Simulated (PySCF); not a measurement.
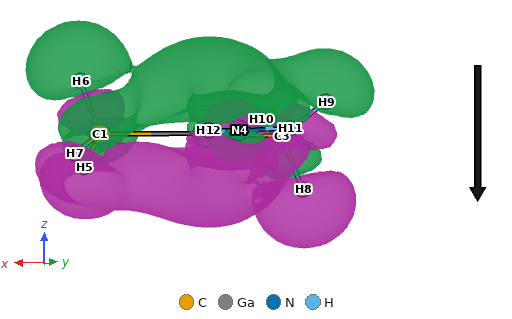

C$_{2}$H$_{8}$GaN, SMILES `C[Ga](C)N`. Change of the electron density in a uniform field of 0.26 V/Å along −z (arrow), surfaces at ±0.001 e/Å³ (green: gain, purple: loss).

PySCF calculation, BP86/def2-SVP, gas phase; geometry: GFN2-xTB. No frequency check shows the geometry to be a minimum. A basis without diffuse functions makes polarisabilities too small. GFN2-xTB bond lengths at metals and heavier atoms can be off by up to 0.1 Å and shapes distorted, which carries into these values.

The field was applied in both directions; the picture shows the one opposite to the script's first.

What dipole is induced, and what polarisability does it imply?

The induced dipole is 0.55 D (along the field); α along this axis, from the fields in both directions, is 44 bohr³ (6.5 Å³).
